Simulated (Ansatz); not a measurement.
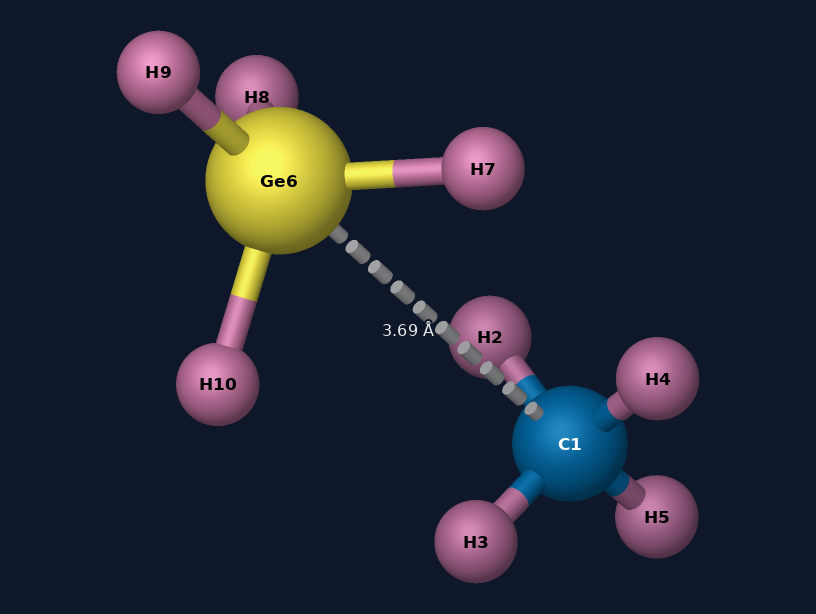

Two molecules or ions; the broken line marks their closest contact (measured against van der Waals radii). Geometry: a pair of rigid molecules at a changed separation. Program: Ansatz 0.2.0.

**Which two species are they?**

CH4 and GeH4 (`C.[GeH4]`).

Give the counterpoise-corrected interaction energy (kJ/mol, monomers kept as in the pair) with RHF-CCSD(T) (frozen core)/def2-TZVPPD; B3LYP-D4/def2-TZVPPD; PBE0-D4/def2-TZVPPD; PBE-D4/def2-TZVPPD; r2SCAN-D4/def2-TZVPPD; ωB97M-V/def2-TZVPPD.

```csv
level,interaction energy (kJ/mol)
RHF-CCSD(T) (frozen core)/def2-TZVPPD,−2.3
B3LYP-D4/def2-TZVPPD,−2.8
PBE0-D4/def2-TZVPPD,−3.4
PBE-D4/def2-TZVPPD,−3.8
r2SCAN-D4/def2-TZVPPD,−2.4
ωB97M-V/def2-TZVPPD,−2.9
```
